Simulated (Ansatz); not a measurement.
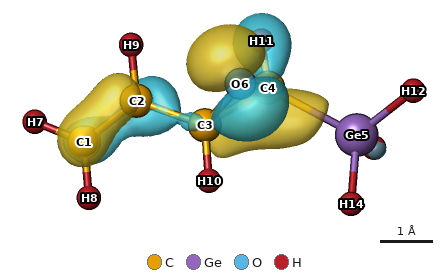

Figure. C₄H₈GeO. The HOMO−1 at ±0.15 Å⁻³ᐟ² (yellow and cyan are the two phases), seen across its widest extent.

Geometry: B3LYP-D3(BJ)/def2-SVP.

Computed with isolated molecule in a Gaussian basis; Kohn-Sham density functional theory, functional PBE0 in Ansatz.

```xyz
14

C    -0.7562    2.3322   -0.1351
C     0.1414    1.3552    0.0236
C     0.0528    0.3151    1.0703
C     0.5382   -1.0648    0.8245
Ge   -0.2154   -2.6010    1.7960
O     1.2896   -0.1435    1.6166
H    -0.6619    3.0721   -0.9335
H    -1.6206    2.4253    0.5302
H     1.0086    1.2769   -0.6420
H    -0.7508    0.4543    1.8076
H     0.9746   -1.2639   -0.1667
H     0.9228   -3.5506    2.2168
H    -1.2120   -3.3610    0.8954
H    -0.9364   -2.0646    3.0471
```

Q: Where does this orbital lie, and at what energy?

A: Its weight (Hirshfeld) is mainly on O6 (about 40 %), C4 (about 15 %), C2 (about 10 %), C1 (about 10 %), C3 (about 5 %) and Ge5 (about 5 %). Its energy is −8.03 eV.
